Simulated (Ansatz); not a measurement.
The figure comes from a scan of AlN (zinc blende): the cell is scaled evenly about its relaxed volume V₀. Calculation: PBE (plane waves to 420 eV, PAW, scalar-relativistic; Ansatz, a first-principles code). k mesh 13×13×13 (Γ-centred), Fermi-Dirac smearing 0.05 eV. E stands for the smeared free energy. AlN was relaxed with its symmetry unable to fall. The zero of ΔE is the relaxed starting cell.

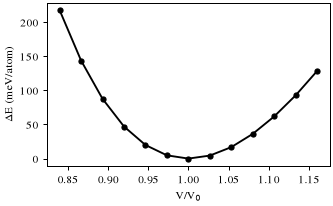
Figure. ΔE (meV/atom) against V/V₀; markers are the computed points, lines only join them.

Question: Turn the plot into a table (rounded to what can be read).

Answer: To the nearest 5:

| V/V₀ | ΔE (meV/atom) |
|---|---|
| 0.840 | 220 |
| 0.867 | 145 |
| 0.893 | 90 |
| 0.920 | 45 |
| 0.947 | 20 |
| 0.973 | 5 |
| 1.000 | 0 |
| 1.027 | 5 |
| 1.053 | 15 |
| 1.080 | 35 |
| 1.107 | 60 |
| 1.133 | 95 |
| 1.160 | 130 |

(Under strain, the slope of the energy per volume gives the stress and its curvature an elastic modulus.)
